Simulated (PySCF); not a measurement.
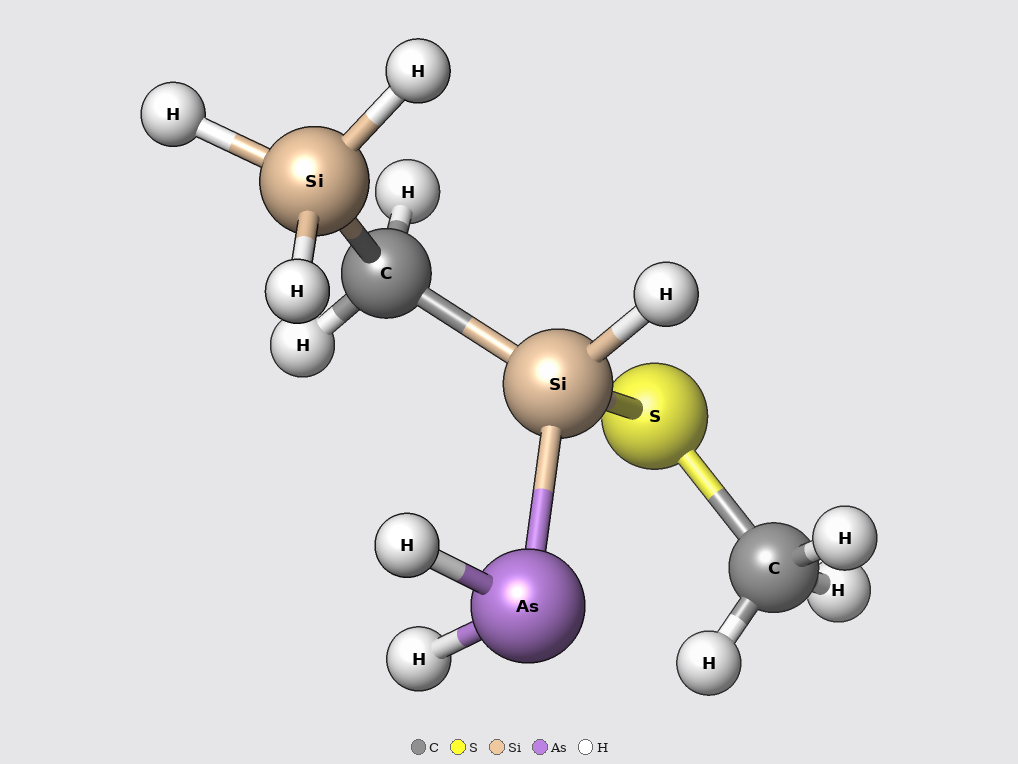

Rendered structure (ball-and-stick style). Every bond is drawn as one stick, whatever its order.

Computed geometry: GFN2-xTB optimisation. No frequency run is at hand to confirm it as a minimum.

> Count the atoms of each element.

C₂H₁₁AsSSi₂, 17 atoms: 2 carbon, 11 hydrogen, 1 arsenic, 1 sulfur and 2 silicon.

> Name functional groups in it.

Among them: Si–H bond.

> Give the symmetry (Schoenflies symbol).

C1.

> How many bonds of each kind are drawn?

5 C–H, 4 Si–H, 2 C–Si, 2 As–H, 1 C–S, 1 S–Si, 1 As–Si.

The parts below concern this one geometry. Atoms keep their numbers from picture to picture.

Shape

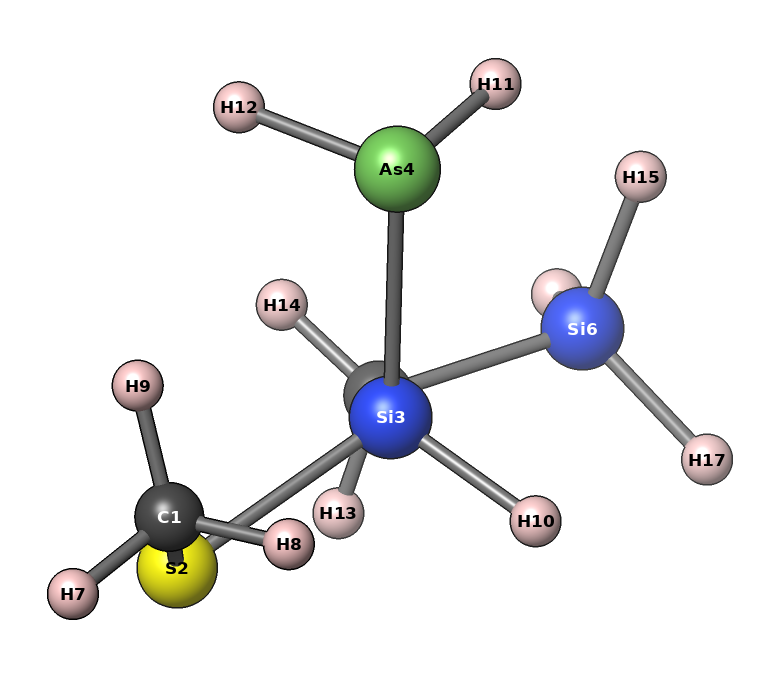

C5 lies behind Si3. The molecule seen nearly along the Si3–C5 bond, Si3 in front. Distant atoms are faded towards the background colour. No frequency run is at hand to confirm it as a minimum.

> What is the torsion angle As4–Si3–C5–Si6? The sign is positive where the front bond must turn clockwise to cover the back bond.

75°, synclinal (gauche).

Dipole moment

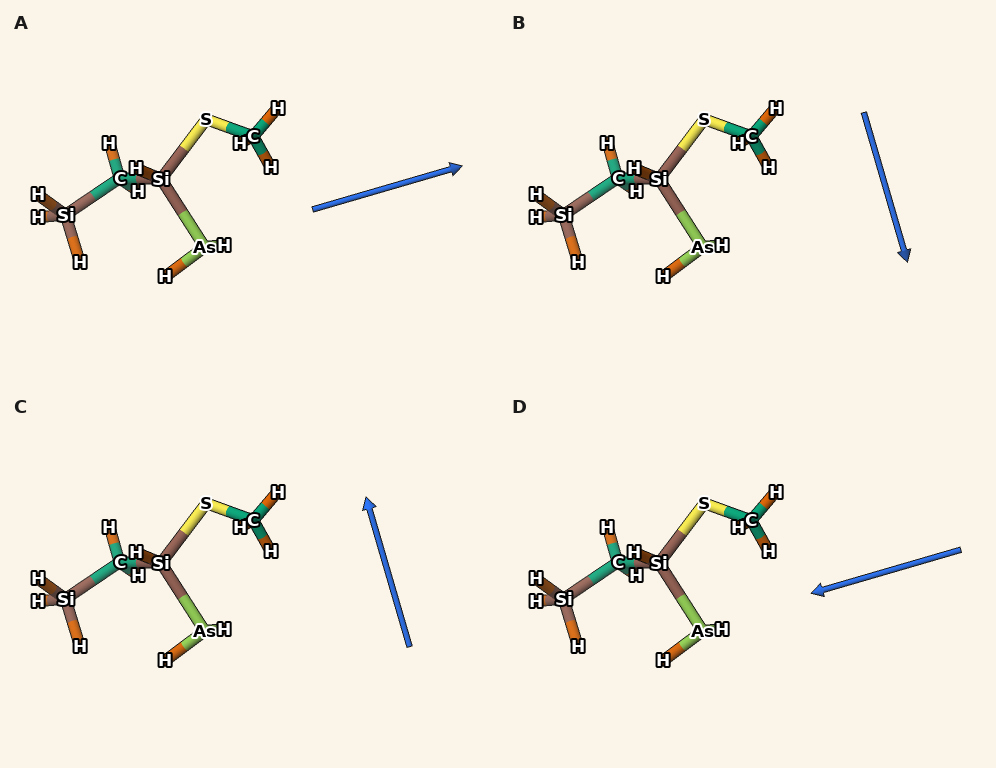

The same molecule four times, each with an arrow. No frequency run is at hand to confirm it as a minimum. Properties computed with CAM-B3LYP/def2-SVPD, gas phase (PySCF 2.14.0).

> Which arrow points along the dipole moment, from the negative to the positive end?

B. The dipole moment is 0.80 D.

Polarisability

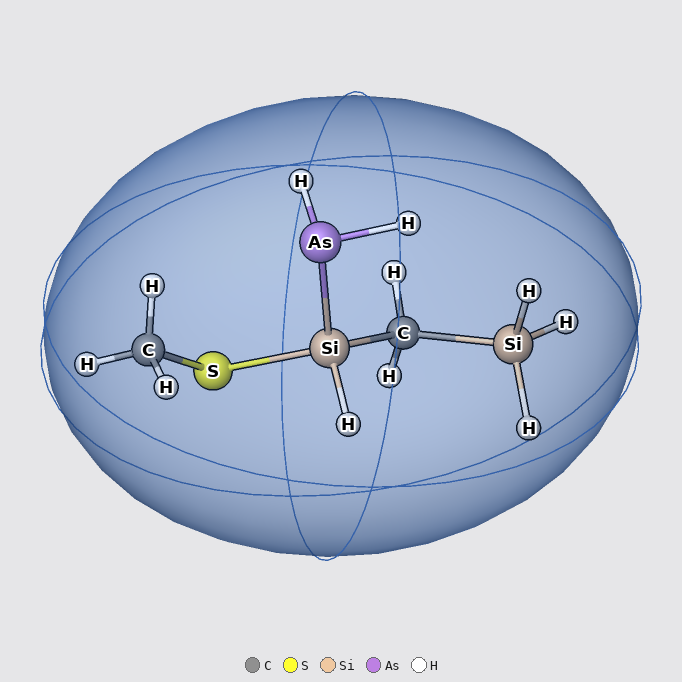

The ellipsoid shows the static dipole polarisability: its half-axes are proportional to the principal values. No frequency run is at hand to confirm it as a minimum. Computed with CAM-B3LYP/def2-SVPD (PySCF 2.14.0).

> How large and how anisotropic is the polarisability?

Principal values 106.6, 135.2, 154.9 bohr³; mean 132.2 bohr³ (19.59 Å³); anisotropy 42.1 bohr³, so the longest axis is 1.45 times the shortest.

Excitation

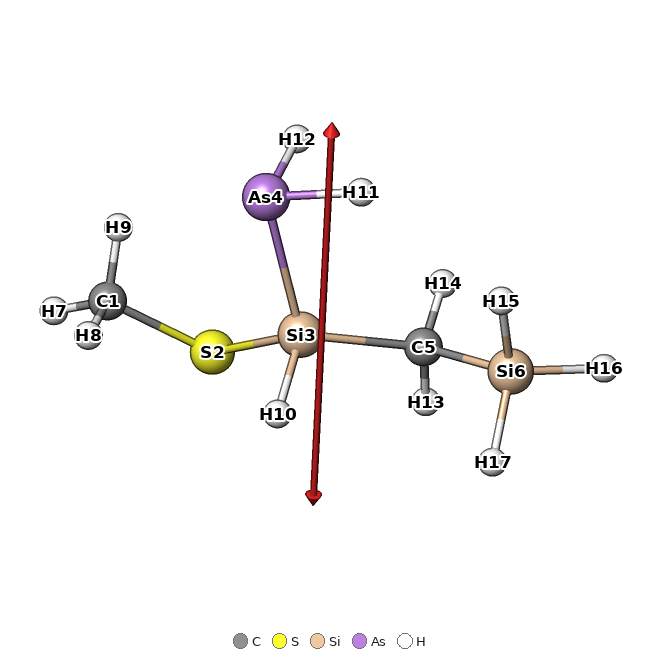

The double arrow shows the direction of the transition dipole to excited singlet state 5 (its length means nothing). No frequency run is at hand to confirm it as a minimum. Level of theory: TDDFT CAM-B3LYP/def2-SVPD, vertical, gas phase, core orbitals frozen in the response (PySCF 2.14.0).

> Give its energy, strength and character.

6.57 eV (189 nm), oscillator strength 0.10, mainly HOMO → LUMO+3 (weight 0.65); transition dipole 2.01 D.

The geometry is semi-empirical. Around As, Si such bond lengths and angles can be off by a tenth of an ångström or more and by several degrees, and values that hang on the shape move with them.
